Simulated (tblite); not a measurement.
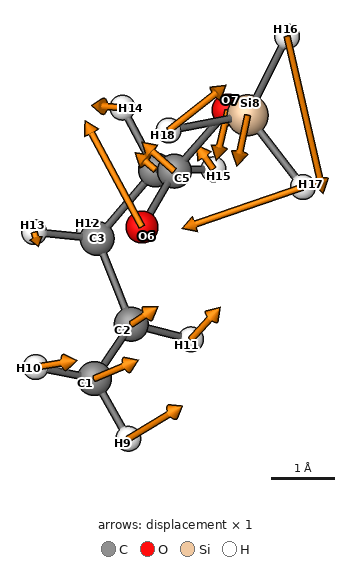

A relaxation of C₅H₁₀O₂Si. The starting structure is drawn; orange arrows show the displacements, at their true length. The two geometries are superimposed by the best rigid fit.

The picture is a ball-and-stick view, seen from a free direction.

The calculation used GFN2-xTB geometry optimisation, gas phase (tblite 0.8.0). 

Which element moves most?

Answer. Hydrogen: up to 2.71 Å, against 1.95 Å for oxygen.

Describe the change and its energy.

Answer. After 245 geometry steps the energy has fallen by 0.812 eV. The atom that moves furthest after the best rigid fit is an H atom (2.71 Å). By element the largest moves are H 2.71 Å, O 1.95 Å, C 0.88 Å, Si 0.88 Å. Among the contacts that change: C–O 1.402 → 1.325 Å, C–O 1.279 → 1.202 Å, O–Si 1.738 → 1.661 Å, C–H 1.139 → 1.090 Å. Among the angles between lasting bonds that change: O–Si–H 110.1° → 97.6°, C–C–H 114.3° → 122.0°, C–C–O 119.2° → 112.9°. Groups turn about C–C by about 85°.
